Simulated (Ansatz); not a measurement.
# Work function of Nb(110): what the settings cost and change, part 2 of 2

How thick a slab and how much vacuum does the work function of Nb(110) need?

Ansatz 0.2.0; plane-wave DFT, PBE, Ansatz PAW.

So far, work function, upper face (eV): step 2 (slab, setting 1 layer) 4.63; step 4 (slab, 3 atoms) 4.56; step 5 (slab, 4 atoms) 4.53; step 6 (slab, 5 atoms) 4.54; step 7 (run, 6 atoms) 4.54.

### Step 8. Slab, 8 atoms

System of this step: Nb(110). The cell holds 8 atoms: 8 Nb. Cell: a = 2.858 Å, b = 2.858 Å, c = 34.334 Å, α = 90.0°, β = 90.0°, γ = 70.5°. Vacuum lies along c.

The input, input.yaml:

```yaml
crystal:
  lattice:
    - [2.3334523779, -1.65, 0.0]
    - [2.3334523779, 1.65, 0.0]
    - [0.0, 0.0, 34.3341666454]
  atoms:
    - { symbol: Nb, position: [0.0, 0.0, 0.2621295601] }
    - { symbol: Nb, position: [0.5, 0.5, 0.3300925429] }
    - { symbol: Nb, position: [0.0, 0.0, 0.3980555258] }
    - { symbol: Nb, position: [0.5, 0.5, 0.4660185086] }
    - { symbol: Nb, position: [0.0, 0.0, 0.5339814914] }
    - { symbol: Nb, position: [0.5, 0.5, 0.6019444742] }
    - { symbol: Nb, position: [0.0, 0.0, 0.6699074571] }
    - { symbol: Nb, position: [0.5, 0.5, 0.7378704399] }
kpoints:
  mp_grid: { grid: [15, 15, 1] }
hamiltonian:
  xc: pbe
scf:
  occupations: { method: fermi_dirac, width: 0.1 }
  convergence: { dr2_threshold: 1.0e-09 }
efield:
  axis: 3
  dipole_correction: true
  ramp_position: 0.97
  ramp_width: 0.06
output:
  write_potential: true
  write_density: true
  volumetric_format: npy
```

The run is started by

```sh
> ansatz run input.yaml --threads 2 --pin off --max-ram 3072MiB --backend cpu --events-out ev --progress --plain --runs-dir out
```

Numbers of over 12 decimals in the logs are rounded to 6 here.

Log:

```text
[...]
Crystal: 8 atoms, lattice volume = 264.387 Å³
Basis set: ecut = 420 eV, 5189 PW (Γ)
Bands: 63, of which v1, the nominal top of the filled ones, is band 52 counted from 1 (51 counted from 0)
Symmetry: 4 space group operations
k-points: 64 of 225
[...]
k-point 0: bands = [... 48 lower, 7.7610, 7.7833, 7.8599, 7.9724, 8.0127, 8.0700, 8.2173, 8.4414, ... 7 higher]
  k-point 1: bands = [... 48 lower, 7.6643, 7.6954, 7.7566, 7.8840, 7.9612, 8.1286, 8.2416, 8.2541, ... 7 higher]
  k-point 2: bands = [... 48 lower, 7.3586, 7.5173, 7.5622, 7.7672, 7.8171, 7.8364, 8.2849, 8.4077, ... 7 higher]
  k-point 63: bands = [... 48 lower, 7.5170, 7.8466, 8.6283, 8.7027, 9.4948, 9.7238, 9.8463, 9.8916, ... 7 higher]
[key lines of the parts left out:]
SCF converged after 10 iterations
Free energy (F): -36416.432498 eV
Fermi energy:    7.756413 eV
Dipole field:    D = -0.000000 V/Å  (p = -0.000001 e·Å, saw-weighted, corrected)
Work function:   Φ+ = 4.5415 eV   Φ− = 4.5415 eV
```

Wall time 2.8 min (2 threads of Arm Neoverse N1, shared host); peak memory 1.2 GiB.

The work function is 4.542 eV, -0.001 eV from the run “6 layers”, at 1.9 times its CPU time.

### Step 9. Slab, 10 atoms

System of this step: Nb(110). The cell holds 10 atoms: 10 Nb. Cell: a = 2.858 Å, b = 2.858 Å, c = 39.001 Å, α = 90.0°, β = 90.0°, γ = 70.5°. Vacuum lies along c.

input.yaml, the sections that differ from step 8:

```yaml
crystal:
  lattice:
    - [2.3334523779, -1.65, 0.0]
    - [2.3334523779, 1.65, 0.0]
    - [0.0, 0.0, 39.0010714012]
  atoms:
    - { symbol: Nb, position: [0.0, 0.0, 0.2307628913] }
    - { symbol: Nb, position: [0.5, 0.5, 0.2905933599] }
    - { symbol: Nb, position: [0.0, 0.0, 0.3504238285] }
    - { symbol: Nb, position: [0.5, 0.5, 0.4102542971] }
    - { symbol: Nb, position: [0.0, 0.0, 0.4700847657] }
    - { symbol: Nb, position: [0.5, 0.5, 0.5299152343] }
    - { symbol: Nb, position: [0.0, 0.0, 0.5897457029] }
    - { symbol: Nb, position: [0.5, 0.5, 0.6495761715] }
    - { symbol: Nb, position: [0.0, 0.0, 0.7094066401] }
    - { symbol: Nb, position: [0.5, 0.5, 0.7692371087] }
# kpoints, hamiltonian, scf, efield, output: as in step 8
```

Log:

```text
[...]
Crystal: 10 atoms, lattice volume = 300.324 Å³
Basis set: ecut = 420 eV, 5893 PW (Γ)
Bands: 78, of which v1, the nominal top of the filled ones, is band 65 counted from 1 (64 counted from 0)
Symmetry: 4 space group operations
k-points: 64 of 225
[...]
k-point 0: bands = [... 61 lower, 8.9938, 9.0802, 9.1138, 9.2184, 9.2508, 9.2914, 9.3880, 9.4282, ... 9 higher]
  k-point 1: bands = [... 61 lower, 8.8423, 9.0005, 9.0537, 9.1582, 9.1922, 9.2352, 9.3595, 9.4244, ... 9 higher]
  k-point 2: bands = [... 61 lower, 8.6761, 8.8304, 8.8461, 8.8966, 9.0077, 9.1063, 9.2508, 9.5825, ... 9 higher]
  k-point 63: bands = [... 61 lower, 9.1068, 9.2658, 9.8091, 10.1821, 10.5073, 10.8838, 10.9687, 11.2052, ... 9 higher]
[key lines of the parts left out:]
SCF converged after 10 iterations
Free energy (F): -45521.042954 eV
Fermi energy:    8.965180 eV
Dipole field:    D = 0.000000 V/Å  (p = 0.000000 e·Å, saw-weighted, corrected)
Work function:   Φ+ = 4.5409 eV   Φ− = 4.5409 eV
```

Wall time 4.1 min (2 threads); peak memory 1.6 GiB.

The work function is 4.541 eV, -0.001 eV from the run “8 layers”, at 1.5 times its CPU time.

### Step 10. Slab, 13 atoms

System of this step: Nb(110). The cell holds 13 atoms: 13 Nb. Its edges and angles: a = 2.858 Å, b = 2.858 Å, c = 46.001 Å, α = 90.0°, β = 90.0°, γ = 70.5°. Vacuum lies along c.

input.yaml, the sections that differ from step 9:

```yaml
crystal:
  lattice:
    - [2.3334523779, -1.65, 0.0]
    - [2.3334523779, 1.65, 0.0]
    - [0.0, 0.0, 46.001428535]
  atoms:
    - { symbol: Nb, position: [0.0, 0.0, 0.1956460981] }
    - { symbol: Nb, position: [0.5, 0.5, 0.2463717484] }
    - { symbol: Nb, position: [0.0, 0.0, 0.2970973987] }
    - { symbol: Nb, position: [0.5, 0.5, 0.3478230491] }
    - { symbol: Nb, position: [0.0, 0.0, 0.3985486994] }
    - { symbol: Nb, position: [0.5, 0.5, 0.4492743497] }
    - { symbol: Nb, position: [0.0, 0.0, 0.5] }
    - { symbol: Nb, position: [0.5, 0.5, 0.5507256503] }
    - { symbol: Nb, position: [0.0, 0.0, 0.6014513006] }
    - { symbol: Nb, position: [0.5, 0.5, 0.6521769509] }
    - { symbol: Nb, position: [0.0, 0.0, 0.7029026013] }
    - { symbol: Nb, position: [0.5, 0.5, 0.7536282516] }
    - { symbol: Nb, position: [0.0, 0.0, 0.8043539019] }
# kpoints, hamiltonian, scf, efield, output: as in step 9
```

Log:

```text
[...]
Crystal: 13 atoms, lattice volume = 354.229 Å³
Basis set: ecut = 420 eV, 6943 PW (Γ)
Bands: 102, of which v1, the nominal top of the filled ones, is band 85 counted from 1 (84 counted from 0)
Symmetry: 4 space group operations
k-points: 64 of 225
[...]
k-point 1: bands = [... 81 lower, 10.3443, 10.4554, 10.4740, 10.5619, 10.5651, 10.5768, 10.7278, 10.7497, ... 13 higher]
  k-point 2: bands = [... 81 lower, 10.1549, 10.2053, 10.2742, 10.3411, 10.4235, 10.4890, 10.4965, 10.8207, ... 13 higher]
  k-point 63: bands = [... 81 lower, 10.7782, 11.1426, 11.3490, 11.8456, 11.9019, 12.2505, 12.3303, 12.3719, ... 13 higher]
[key lines of the parts left out:]
SCF converged after 10 iterations
Free energy (F): -59177.962829 eV
Fermi energy:    10.315906 eV
Dipole field:    D = 0.000000 V/Å  (p = 0.000000 e·Å, saw-weighted, corrected)
Work function:   Φ+ = 4.5413 eV   Φ− = 4.5413 eV
```

Elapsed: 7.1 min, on 2 threads; peak memory 2.3 GiB.

The work function is 4.541 eV, +0.000 eV from the run “10 layers”, at 1.7 times its CPU time.

### Step 11. Slab, 7 atoms

System of this step: Nb(110). The cell holds 7 atoms: 7 Nb. Its edges and angles: a = 2.858 Å, b = 2.858 Å, c = 24.001 Å, α = 90.0°, β = 90.0°, γ = 70.5°. Vacuum lies along c.

input.yaml, the sections that differ from step 10:

```yaml
crystal:
  lattice:
    - [2.3334523779, -1.65, 0.0]
    - [2.3334523779, 1.65, 0.0]
    - [0.0, 0.0, 24.0007142675]
  atoms:
    - { symbol: Nb, position: [0.0, 0.0, 0.2083271333] }
    - { symbol: Nb, position: [0.5, 0.5, 0.3055514222] }
    - { symbol: Nb, position: [0.0, 0.0, 0.4027757111] }
    - { symbol: Nb, position: [0.5, 0.5, 0.5] }
    - { symbol: Nb, position: [0.0, 0.0, 0.5972242889] }
    - { symbol: Nb, position: [0.5, 0.5, 0.6944485778] }
    - { symbol: Nb, position: [0.0, 0.0, 0.7916728667] }
# kpoints, hamiltonian, scf, efield, output: as in step 10
```

Log:

```text
[...]
Crystal: 7 atoms, lattice volume = 184.815 Å³
Basis set: ecut = 420 eV, 3631 PW (Γ)
Bands: 55, of which v1, the nominal top of the filled ones, is band 46 counted from 1 (45 counted from 0)
Symmetry: 4 space group operations
k-points: 64 of 225
[...]
k-point 1: bands = [... 42 lower, 10.7508, 10.7898, 10.9347, 11.0602, 11.1782, 11.2287, 11.4037, 11.8416, ... 5 higher]
  k-point 2: bands = [... 42 lower, 10.5026, 10.6212, 10.7853, 10.8645, 10.8983, 11.3181, 11.5261, 11.5553, ... 5 higher]
  k-point 63: bands = [... 42 lower, 10.4810, 11.4110, 11.4997, 12.3231, 12.7785, 12.9256, 13.1773, 13.3165, ... 5 higher]
[key lines of the parts left out:]
SCF converged after 10 iterations
Free energy (F): -31864.124378 eV
Fermi energy:    10.875325 eV
Dipole field:    D = -0.000000 V/Å  (p = -0.000000 e·Å, saw-weighted, corrected)
Work function:   Φ+ = 4.5227 eV (in doubt: plateau slope 1.0e-1 eV/Å)   Φ− = 4.5282 eV (in doubt: plateau slope 7.2e-2 eV/Å)
```

Run time: 1.7 min. Hardware: 2 threads; peak memory 0.85 GiB; 3.3 min of CPU time.

The work function is 4.523 eV. The program marks this work function as in doubt.

### Step 12. Run, 7 atoms

The cell differs from the one that the last finished run ended in (c 24.001 → 28.001 Å).

input.yaml, the sections that differ from step 11:

```yaml
crystal:
  lattice:
    - [2.3334523779, -1.65, 0.0]
    - [2.3334523779, 1.65, 0.0]
    - [0.0, 0.0, 28.0007142675]
  atoms:
    - { symbol: Nb, position: [0.0, 0.0, 0.2499936228] }
    - { symbol: Nb, position: [0.5, 0.5, 0.3333290818] }
    - { symbol: Nb, position: [0.0, 0.0, 0.4166645409] }
    - { symbol: Nb, position: [0.5, 0.5, 0.5] }
    - { symbol: Nb, position: [0.0, 0.0, 0.5833354591] }
    - { symbol: Nb, position: [0.5, 0.5, 0.6666709182] }
    - { symbol: Nb, position: [0.0, 0.0, 0.7500063772] }
# kpoints, hamiltonian, scf, efield, output: as in step 11
```

Log:

```text
[...]
Crystal: 7 atoms, lattice volume = 215.616 Å³
Basis set: ecut = 420 eV, 4219 PW (Γ)
Bands: 55, of which v1, the nominal top of the filled ones, is band 46 counted from 1 (45 counted from 0)
Symmetry: 4 space group operations
k-points: 64 of 225
[...]
k-point 0: bands = [... 42 lower, 8.5905, 8.7010, 8.8113, 8.9030, 8.9733, 9.1564, 9.1628, 9.5990, ... 5 higher]
  k-point 1: bands = [... 42 lower, 8.5485, 8.5873, 8.7318, 8.8578, 8.9714, 9.0264, 9.2010, 9.6463, ... 5 higher]
  k-point 2: bands = [... 42 lower, 8.3004, 8.4185, 8.5807, 8.6622, 8.6956, 9.1181, 9.3263, 9.3515, ... 5 higher]
  k-point 63: bands = [... 42 lower, 8.2786, 9.2086, 9.2972, 10.1207, 10.5761, 10.7231, 10.9748, 11.1141, ... 5 higher]
[key lines of the parts left out:]
SCF converged after 10 iterations
Free energy (F): -31864.124357 eV
Fermi energy:    8.672834 eV
Dipole field:    D = -0.000001 V/Å  (p = -0.000001 e·Å, saw-weighted, corrected)
Work function:   Φ+ = 4.5416 eV   Φ− = 4.5417 eV
```

It took 1.7 min on 2 threads; peak memory 0.96 GiB; 3.4 min of CPU time.

The work function is 4.542 eV, +0.019 eV from the run “7 layers, 10 Å of vacuum”, at 1.0 times its CPU time.

### Step 13. Run, 7 atoms (run 2)

The cell differs from the one that the last finished run ended in (c 28.001 → 40.001 Å).

input.yaml, the sections that differ from step 12:

```yaml
crystal:
  lattice:
    - [2.3334523779, -1.65, 0.0]
    - [2.3334523779, 1.65, 0.0]
    - [0.0, 0.0, 40.0007142675]
  atoms:
    - { symbol: Nb, position: [0.0, 0.0, 0.3249941967] }
    - { symbol: Nb, position: [0.5, 0.5, 0.3833294645] }
    - { symbol: Nb, position: [0.0, 0.0, 0.4416647322] }
    - { symbol: Nb, position: [0.5, 0.5, 0.5] }
    - { symbol: Nb, position: [0.0, 0.0, 0.5583352678] }
    - { symbol: Nb, position: [0.5, 0.5, 0.6166705355] }
    - { symbol: Nb, position: [0.0, 0.0, 0.6750058033] }
# kpoints, hamiltonian, scf, efield, output: as in step 12
```

Log:

```text
[...]
Crystal: 7 atoms, lattice volume = 308.021 Å³
Basis set: ecut = 420 eV, 6043 PW (Γ)
Bands: 55, of which v1, the nominal top of the filled ones, is band 46 counted from 1 (45 counted from 0)
Symmetry: 4 space group operations
k-points: 64 of 225
[...]
k-point 0: bands = [... 42 lower, 4.6262, 4.7367, 4.8470, 4.9387, 5.0090, 5.1920, 5.1985, 5.6347, ... 5 higher]
  k-point 1: bands = [... 42 lower, 4.5842, 4.6231, 4.7675, 4.8935, 5.0071, 5.0621, 5.2367, 5.6822, ... 5 higher]
  k-point 2: bands = [... 42 lower, 4.3362, 4.4542, 4.6164, 4.6979, 4.7313, 5.1539, 5.3621, 5.3872, ... 5 higher]
  k-point 63: bands = [... 42 lower, 4.3143, 5.2443, 5.3330, 6.1564, 6.6118, 6.7588, 7.0106, 7.1498, ... 5 higher]
[key lines of the parts left out:]
SCF converged after 10 iterations
Free energy (F): -31864.124367 eV
Fermi energy:    4.708563 eV
Dipole field:    D = -0.000000 V/Å  (p = -0.000001 e·Å, saw-weighted, corrected)
Work function:   Φ+ = 4.5417 eV   Φ− = 4.5417 eV
```

Wall time 2.6 min (2 threads); peak memory 1.2 GiB; 5.1 min of CPU time.

The work function is 4.542 eV, +0.000 eV from the run “7 layers, 14 Å of vacuum”, at 1.5 times its CPU time.

### Step 14. Comparing the runs

Times are for 2 threads of Arm Neoverse N1, shared host. The series side by side:

| no. | setting | work function, upper face (eV) | time | memory (GiB) |
| --- | --- | --- | --- | --- |
| 1 | 1 layer | 4.626 | 14 s | 0.45 |
| 2 | 2 layers | 4.503 | 22 s | 0.45 |
| 3 | 3 layers | 4.563 | 36 s | 0.54 |
| 4 | 4 layers | 4.533 | 48 s | 0.65 |
| 5 | 5 layers | 4.545 | 67 s | 0.75 |
| 6 | 6 layers | 4.542 | 91 s | 0.89 |
| 7 | 8 layers | 4.542 | 2.8 min | 1.2 |
| 8 | 10 layers | 4.541 | 4.1 min | 1.6 |
| 9 | 13 layers | 4.541 | 7.1 min | 2.3 |
| 10 | 7 layers, 10 Å of vacuum | 4.523 | 1.7 min | 0.85 |
| 11 | 7 layers, 14 Å of vacuum | 4.542 | 1.7 min | 0.96 |
| 12 | 7 layers, 26 Å of vacuum | 4.542 | 2.6 min | 1.2 |

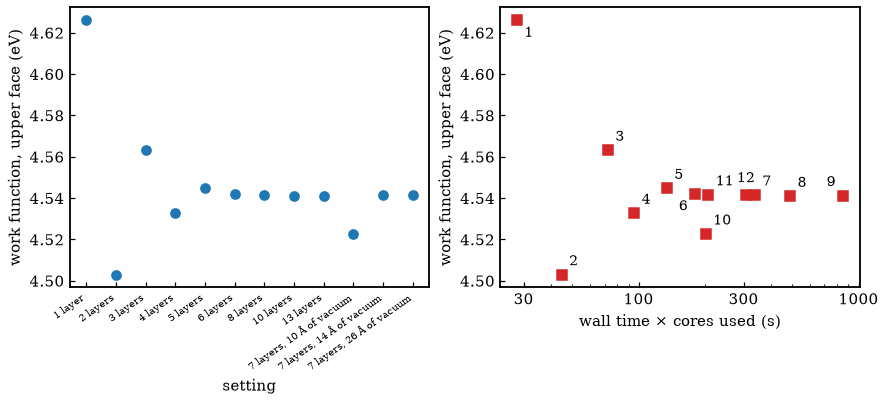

The series as plots; the last panel sets the first result against cost, with the runs numbered as in the table.

### Step 15. Varying the input

System of this step: Nb(110) monolayer. The cell holds 1 atom: 1 Nb. Its edges and angles: a = 2.858 Å, b = 2.858 Å, c = 18.000 Å, α = 90.0°, β = 90.0°, γ = 70.5°. Vacuum lies along c.

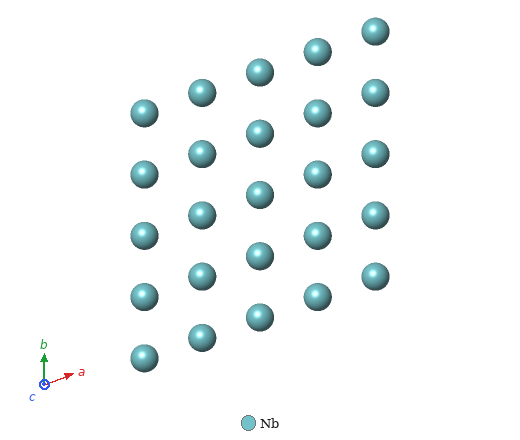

The cell of this step (niobium teal). 4×4×1 cells are drawn. Some periodic images of atoms are drawn too.

An input spoilt on purpose, to show how the run answers: it repeats the earlier run “1 layer” with efield.ramp_position from 0.97 to 0.475, and scf.max_iter set to 60; its output block differs too.

input.yaml, the sections that differ from step 13:

```yaml
crystal:
  lattice:
    - [2.3334523779, -1.65, 0.0]
    - [2.3334523779, 1.65, 0.0]
    - [0.0, 0.0, 18.0]
  atoms:
    - { symbol: Nb, position: [0.0, 0.0, 0.5] }
scf:
  occupations: { method: fermi_dirac, width: 0.1 }
  convergence: { dr2_threshold: 1.0e-09 }
  max_iter: 60
efield:
  axis: 3
  dipole_correction: true
  ramp_position: 0.475
  ramp_width: 0.06
# kpoints, hamiltonian, output: as in step 13
```

Log:

```text
Engine: ansatz 0.2.0, aarch64-unknown-linux-gnu
Pseudopotentials: kind: paw
Pseudopotential: Nb, paw, valence charge 13, recommended cutoff 420 eV (normal), Nb.paw.azcp
Functional definition: PBE
  parameter kappa = 0.804
  parameter beta = 0.066725
  exchange = pbe_x(kappa = kappa, mu = beta*pi^2/3)
  correlation = pbe_c(beta = beta)
Crystal: 1 atoms, lattice volume = 138.607 Å³
Basis set: ecut = 420 eV, 2731 PW (Γ)
Bands: 11, of which v1, the nominal top of the filled ones, is band 7 counted from 1 (6 counted from 0)
Symmetry: 4 space group operations
k-points: 64 of 225
Non-local potential: Nb, projectors of the file, l = 0: 3, l = 1: 2, l = 2: 2, l = 3: 1
PAW form: soft (Blöchl's): semilocal exchange-correlation on the pseudo side does not see the compensation charge
PAW one-centre angular grid: Nb, 590 points (default); XC on 64 Gauss nodes
Initial density: superposition of atomic densities (neutral atoms: chi_scale 0, normalization atom), corrected by the library's trained network
Initial wavefunctions: pseudopotential atomic-orbital guess
Functional: x = pbe(κ = 0.804, μ = 0.219515), c = pbe(β = 0.066725)
Error: efield: ion 0 (Nb) at fractional coordinate 0.5000 along the field axis lies inside the sawtooth ramp with 2 of the planes that the density is read on at each end, [0.4590, 0.5510] — the ramp must sit in vacuum (an ion there feels the fictitious reversed slope); set or move the ramp (efield.ramp_position / ramp_width) or move the geometry
```

Elapsed: 0.29 s, on 2 threads; peak memory 0.23 GiB.

The input was rejected at the start.

The program's message: “Error: efield: ion 0 (Nb) at fractional coordinate 0.5000 along the field axis lies inside the sawtooth ramp with 2 of the planes that the density is read on at each end, [0.4590, 0.5510] — the ramp m …”

The fault put into the input: the ramp among the atoms.

### Step 16. Results

```json
{
 "work function, 1 layer": "4.626 eV",
 "work function, 2 layers": "4.503 eV",
 "work function, 6 layers": "4.542 eV",
 "work function, 13 layers": "4.541 eV"
}
```

In words: The thickest slab gives 4.54 eV, and the settings tried spread the value from 4.50 to 4.63 eV. At 18 Å of vacuum, the slabs from 2 layers on stay within 0.04 eV of the thickest. Going from 10 to 26 Å of vacuum moves it by 0.019 eV. The program marks the value as in doubt in “7 layers, 10 Å of vacuum”. The ladder's slabs use the tabulated experimental lattice constant (two decimals; a low-temperature value for the alkali metals). In 2 runs of the series (7 layers, 10 Å of vacuum and 7 layers, 14 Å of vacuum) the program warns that electrons reach the sawtooth's ramp, which makes dipole and work function less sure.

Computed beside measured:

| quantity | measured | 13 layers |
| --- | --- | --- |
| work function (clean (110) face, a compiled value) (eV) | 4.63 | 4.54 (-0.09 eV) |

Measured values from arxiv:1902.07811 (2019).

**Verdict.** The work function is off by -0.09 eV: good agreement. The grades are ours: good and fair within 3 and 7 % for the work function. No cell relaxation is part of this session.

[Logs are printed without paths, hosts, clocks, repeated set-up lines and the standing remarks that a program may print on its own settings, such as how far it seeks lower states.]

[Hosts, paths, dates, database ids (printed as entryN), source tags and the programs' standing remarks are cut or masked in the printed files.]

[Maps of the electrostatic potential energy from Ansatz leave out the sawtooth potential of an applied field or a dipole correction, so their vacuum need not be flat; planar profiles and work functions include it.]
